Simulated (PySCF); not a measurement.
# WNF3 (SMILES [N]#[W]([F])([F])[F]): HF/def2-TZVPP (core potential)

What is the vertical ionisation energy of WNF3 at HF/def2-TZVPP (core potential)? The job is set up through a Python script.

The results are computed with PySCF 2.14.0.

**1. The molecule**

The species is WNF3 (5 atoms), meant as a singlet with charge 0. SMILES: `[N]#[W]([F])([F])[F]`. Geometry: a GFN2-xTB relaxation, a rough one for these elements and not checked as a minimum.

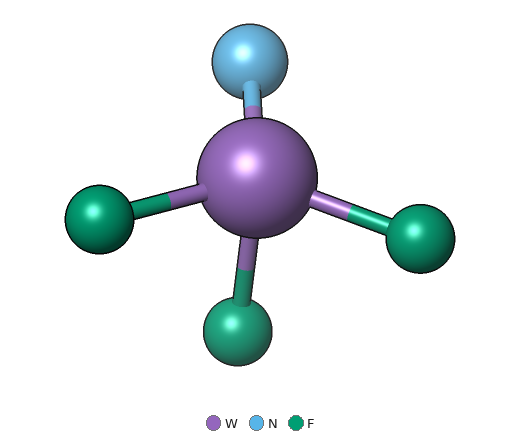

Viewed from a chosen angle; tungsten purple, nitrogen blue, fluorine teal.

**2. A single-point energy at HF/def2-TZVPP (core potential)**

input.py

```python
from pyscf import gto

mol = gto.Mole()
mol.atom = [
    ('W', (0.176920, -0.304690, 0.116800)),
    ('N', (-0.011440, 0.019940, 1.855180)),
    ('F', (1.725110, 0.419320, -0.638830)),
    ('F', (-0.667190, 1.151090, -0.695190)),
    ('F', (-1.223390, -1.285660, -0.637970)),
]
mol.verbose = 3
mol.spin = 0
mol.max_memory = 1860
mol.ecp = {'W': 'def2-svp'}
mol.basis = 'def2-tzvpp'
mol.build()

hf = mol.RHF()
hf.conv_tol = 1e-10
hf.kernel()
if not hf.converged:
    hf = hf.newton().run(hf.mo_coeff, hf.mo_occ)

e_tot = hf.e_tot
print('E = %.10f Eh' % e_tot)
```

Run with:

```sh
$ OMP_NUM_THREADS=1 python input.py
```

Output:

```text
converged SCF energy = -419.374240422159
E = -419.3742404222 Eh
```

Run time: 22 s. Hardware: 1 thread of Arm Neoverse V1, shared host; peak memory 1.1 GiB.

**3. The doublet cation, same level**

job.py

```python
from pyscf import gto, scf

mol = gto.M(
    atom='''
W        0.176920      -0.304690       0.116800
N       -0.011440       0.019940       1.855180
F        1.725110       0.419320      -0.638830
F       -0.667190       1.151090      -0.695190
F       -1.223390      -1.285660      -0.637970
''',
    spin=1,
    charge=1,
    max_memory=1860,
    ecp={'W': 'def2-svp'},
    verbose=3,
    basis='def2-tzvpp',
)

mf = scf.UHF(mol)
mf.conv_tol = 1e-10
mf.kernel()
if not mf.converged:
    mf = mf.newton().run(mf.mo_coeff, mf.mo_occ)

energy = mf.e_tot
print('E(%s) = %.9f' % ('HF', energy))
```

Run with:

```sh
$ OMP_NUM_THREADS=1 python job.py
```

Output:

```text
SCF not converged.
SCF energy = -418.986784596876 after 50 cycles  <S^2> = 0.82578174  2S+1 = 2.074398
converged SCF energy = -418.986800836877  <S^2> = 0.82794818  2S+1 = 2.0764857
E(HF) = -418.986800837
```

It took 2.3 min on 1 thread of Arm Neoverse V1, shared host; peak memory 1.1 GiB.

**4. Summary of results**

Level: HF/def2-TZVPP (core potential).

| quantity | value |
| --- | --- |
| singlet WNF3: total energy | -419.37424 Eh |
| singlet WNF3: dipole moment | 4.31 D |
| singlet WNF3: HOMO energy | -12.16 eV |
| singlet WNF3: LUMO energy | -1.19 eV |
| singlet WNF3: HOMO–LUMO gap | 10.97 eV |
| doublet cation: total energy | -418.98680 Eh |
| doublet cation: HOMO energy (highest over α and β) | -19.66 eV |
| doublet cation: LUMO energy (lowest over α and β) | -8.89 eV |
| doublet cation: ⟨S²⟩ | 0.828 |
| vertical ionisation energy (to the doublet cation) | 10.543 eV |

In words: The vertical ionisation energy comes to 10.54 eV (243 kcal/mol). −ε(HOMO) before ionisation, 12.16 eV, is 1.62 eV above this ionisation energy.
